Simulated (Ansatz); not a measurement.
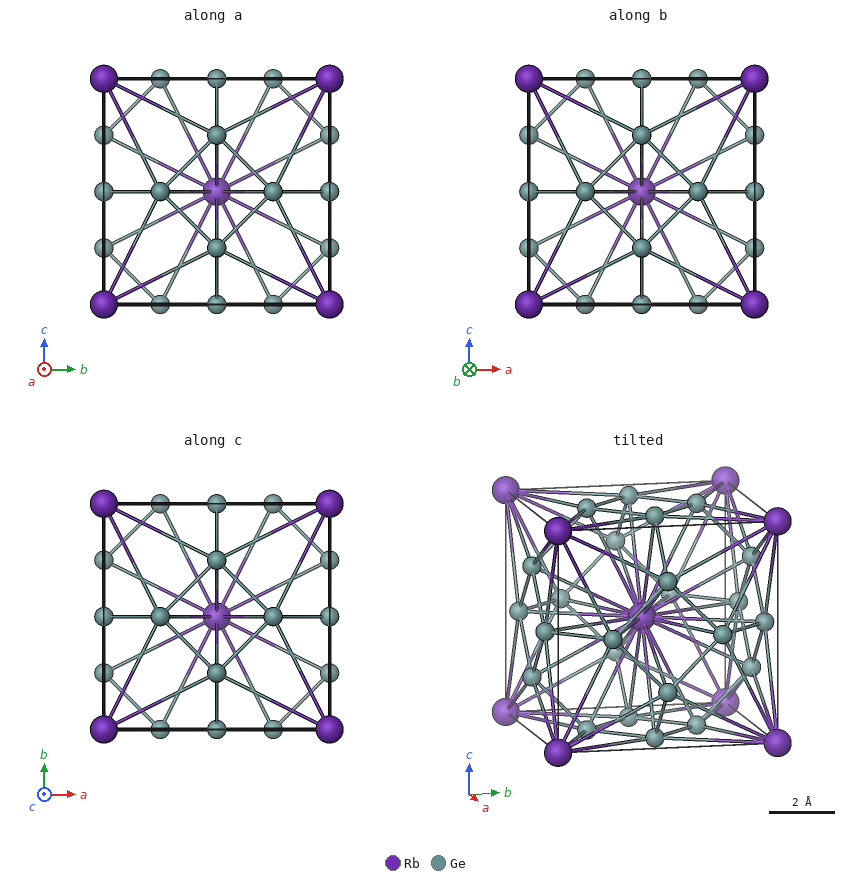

The crystal in a ball-and-stick representation, seen along the a axis, along the b axis, along the c axis and slightly off an axis. The conventional unit cell is outlined; an atom on or near a face, edge or corner is repeated at each equivalent position.

Lattice parameters: a = 6.975 Å, b = 6.975 Å, c = 6.975 Å, α = 90.00°, β = 90.00°, γ = 90.00°. Put a along x and b in the xy plane.

Q: Put the structure into a POSCAR file.

A:
```
Rb Ge
1.0
     6.975    0.000    0.000
     0.000    6.975    0.000
     0.000    0.000    6.975
Rb Ge
2 12
Direct
  0.0000 0.0000 0.0000
  0.5000 0.5000 0.5000
  0.2500 0.0000 0.5000
  0.0000 0.5000 0.2500
  0.0000 0.2500 0.5000
  0.2500 0.5000 0.0000
  0.5000 0.0000 0.2500
  0.5000 0.2500 0.0000
  0.7500 0.5000 0.0000
  0.5000 0.0000 0.7500
  0.5000 0.7500 0.0000
  0.7500 0.0000 0.5000
  0.0000 0.5000 0.7500
  0.0000 0.7500 0.5000
```

Origin of the cell: a structure type filled with these elements by a generator (whether the compound takes this form wasn't checked). The cell was then strained or its atoms displaced on purpose. It went into a calculation with Ansatz.

At this level of theory the cell isn't at rest (compressed, at 5 GPa), so its distances can differ from those at equilibrium, the more so the softer the solid.
